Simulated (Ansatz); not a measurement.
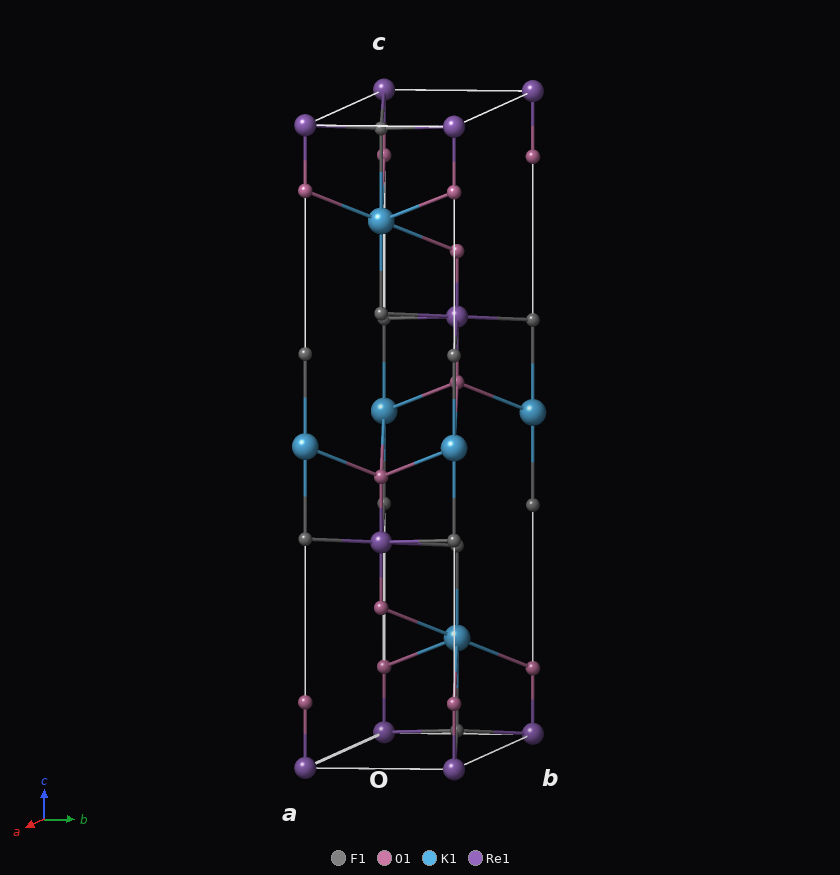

One unit cell; atoms that symmetry makes equivalent share a colour (atoms on faces, edges and corners are repeated). Crystal: KReO₂F₂, a model structure set up as the input of an electronic-structure calculation (not necessarily at equilibrium). Symmetry computed with spglib at a tolerance of 0.002 Å; standard conventional cell.

a = 4.035 Å, b = 4.035 Å, c = 18.158 Å, α = 90.00°, β = 90.00°, γ = 120.00°; space group R-3m, No. 166, hexagonal axes.

One atom of each site: F1 (1/3, 2/3, 0.311); O1 (2/3, 1/3, 0.231); K1 (1/3, 2/3, 1/6); Re1 (0, 0, 0).

Give the multiplicity, Wyckoff letter and site symmetry of each site.

```tsv
site	Wyckoff	symmetry
F1	6c	3m
O1	6c	3m
K1	3b	-3m
Re1	3a	-3m
```

How many free positional parameters does the structure have?

2: F1 1, O1 1, K1 0, Re1 0.
